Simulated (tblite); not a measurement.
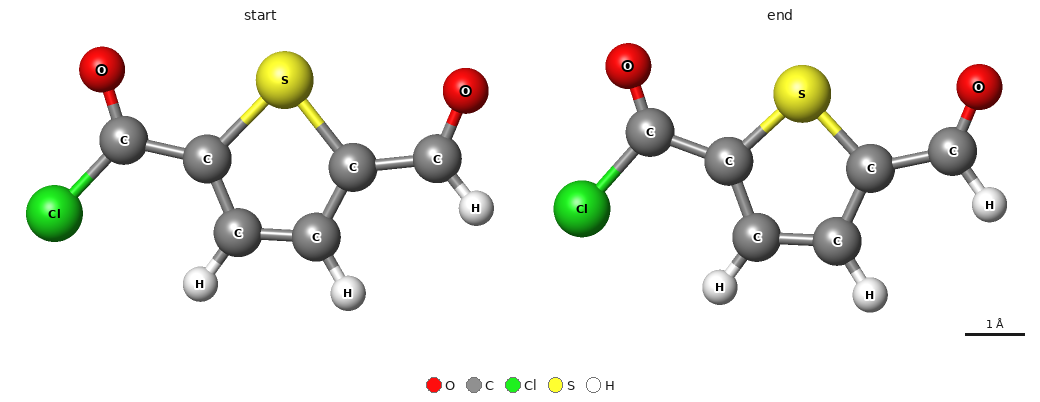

The structure of C$_{6}$H$_{3}$ClO$_{2}$S before (left) and after (right) a relaxation, at one scale.

Style: ball-and-stick. Shown at a tilt.

Computed with GFN2-xTB geometry optimisation, gas phase (tblite). 

### What changed between the two?

The S atom moves most after the best rigid fit: 0.24 Å. Largest moves by element: S 0.24 Å, C 0.18 Å, Cl 0.15 Å, H 0.13 Å, O 0.13 Å. Among the contacts that change: C–S 1.917 → 1.730 Å, C–S 1.893 → 1.726 Å, C–O 1.262 → 1.189 Å, C–O 1.269 → 1.203 Å. Among the angles between lasting bonds that change: C–C–H 122.4° → 113.0°, C–C–Cl 121.7° → 112.4°, C–C–O 119.0° → 127.7°. After 38 geometry steps the energy has fallen by 117.7 kJ/mol. The run took 0.34 s on 1 thread of Arm Neoverse V1, on a shared host.
